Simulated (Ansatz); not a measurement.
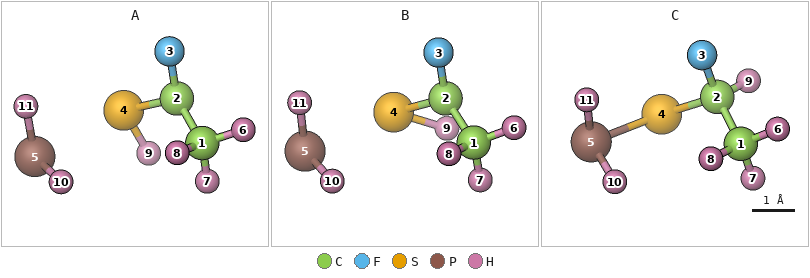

3 geometries from a converged minimum-energy path of C2H6FPS, shuffled. A ball-and-stick model, seen at a tilt.

Method: RKS PBE0/def2-SVP (Ansatz 0.2.0). Set-up: 7 movable images; climbing image; force threshold 0.03 eV/Å; iteration limit 60; starting path through a guess of the saddle point.

### Which of them lies highest in energy?

B. In order along the path, whose images run from 0 to 8: C (image 1, +0.8 kcal/mol), B (image 5, +85.4 kcal/mol), A (image 7, +67.5 kcal/mol). A hydrogen atom shifts from one atom to another. Breaking: C2–H9 (1.10 → 1.74 at the top → 2.29 Å). Forming: S4–H9 (2.34 → 1.42 at the top → 1.35 Å).

Cost: 110 s on 2 threads of AMD EPYC 9R45 96-Core Processor (Zen 5), with other jobs on the host, peak memory 0.28 GiB.
